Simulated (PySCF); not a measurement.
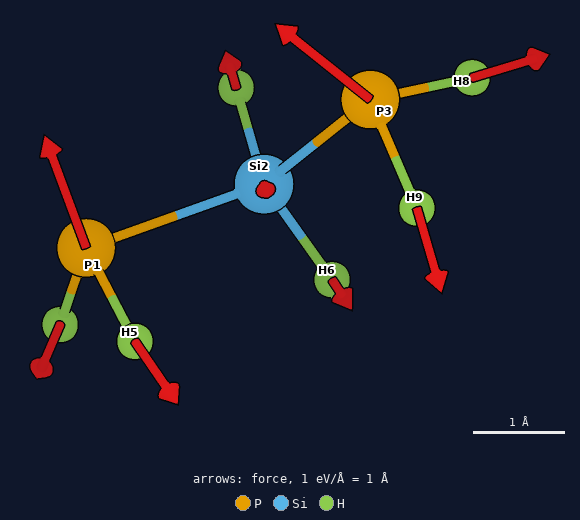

Starting geometry of SiP₂H₆ with the computed forces as red arrows. The picture is a ball-and-stick view, seen from a free direction.

The start comes from GFN2-xTB.

Computed with PySCF, PBE0-D3(BJ)/def2-SVP geometry optimisation, gas phase. 

### What follows when this structure is relaxed?

It isn't relaxed: the largest force vector, on a P atom, is 1.44 eV/Å. The final displacements have little in common with the starting forces (cosine between the two patterns 0.25). The atom that moves furthest after the best rigid fit is an H atom (0.17 Å). Largest moves by element: H 0.17 Å, P 0.07 Å, Si 0.03 Å. Some distances before and after: H–P 1.382 → 1.430 Å, H–Si 1.466 → 1.494 Å, P–Si 2.245 → 2.266 Å. Bond angles that change, for instance: Si–P–H 95.8° → 93.1°, Si–P–H 95.4° → 93.2°. After 7 geometry steps the energy has fallen by 2.96 kcal/mol.
